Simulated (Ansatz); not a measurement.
# FH8NSi2: the cost of one run

Method: PBE0-D4, def2-SVP first, then def2-TZVP; program: Ansatz 0.2.0, Gaussian basis.

152 further runs of the same task are left out: 152 set aside as unsound or not needed.

## 1. Where the work starts

The guess: 12 atoms, charge 0, spin multiplicity 1.

Atoms are counted from 1 here; the program's logs count them from 0.

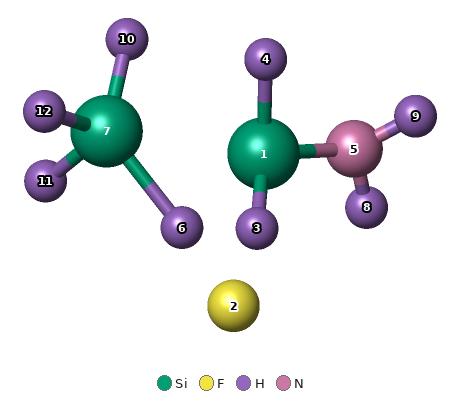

As it starts; silicon teal, fluorine yellow, hydrogen purple, nitrogen pink; atoms are numbered from 1 in the order of the file.

As a file:

```
Si   -0.9552    0.1817    0.3640
F    -0.0981   -2.0627   -0.4324
H    -2.0814   -0.4537   -0.3019
H    -1.2649    1.5797    0.6824
N    -0.2827   -0.4304    1.8119
H     0.3429   -0.8608   -0.7352
Si    0.9898    0.6442   -1.2483
H    -0.0052   -1.3997    1.8284
H    -0.6753   -0.1594    2.6980
H     1.7623    1.5625   -0.4109
H     2.0007   -0.0723   -2.0373
H     0.2672    1.4709   -2.2186
```

Distances that are to change: Si1–Si7 2.57 Å, F2–H6 1.32 Å, Si1–F2 2.53 Å, H6–Si7 1.72 Å.

## 2. Relaxing the guess with the reacting distances held

The input, hold/in.yaml:

```yaml
crystal:
  periodic: [false, false, false]
  atoms:
    - {symbol: Si, position_ang: [-0.955200, 0.181700, 0.364000]}
    - {symbol: F, position_ang: [-0.098100, -2.062700, -0.432400]}
    - {symbol: H, position_ang: [-2.081400, -0.453700, -0.301900]}
    - {symbol: H, position_ang: [-1.264900, 1.579700, 0.682400]}
    - {symbol: N, position_ang: [-0.282700, -0.430400, 1.811900]}
    - {symbol: H, position_ang: [0.342900, -0.860800, -0.735200]}
    - {symbol: Si, position_ang: [0.989800, 0.644200, -1.248300]}
    - {symbol: H, position_ang: [-0.005200, -1.399700, 1.828400]}
    - {symbol: H, position_ang: [-0.675300, -0.159400, 2.698000]}
    - {symbol: H, position_ang: [1.762300, 1.562500, -0.410900]}
    - {symbol: H, position_ang: [2.000700, -0.072300, -2.037300]}
    - {symbol: H, position_ang: [0.267200, 1.470900, -2.218600]}
basis:
  gaussian: {orbitals: def2-SVP}
hamiltonian: {xc: pbe0, dispersion: d4}
relax: {f_tol: 0.04, max_steps: 150, escape_saddle: false, constraints: [{distance: [0, 6]}, {distance: [1, 5]}, {distance: [0, 1]}, {distance: [5, 6]}]}
```

Run with:

```console
ansatz run in.yaml --threads 4 --pin off --events-out ev --progress --plain --max-ram 9574MiB
```

**Question.** How long does this run take on 4 threads of Arm Neoverse V1, shared host?

About 21 s.
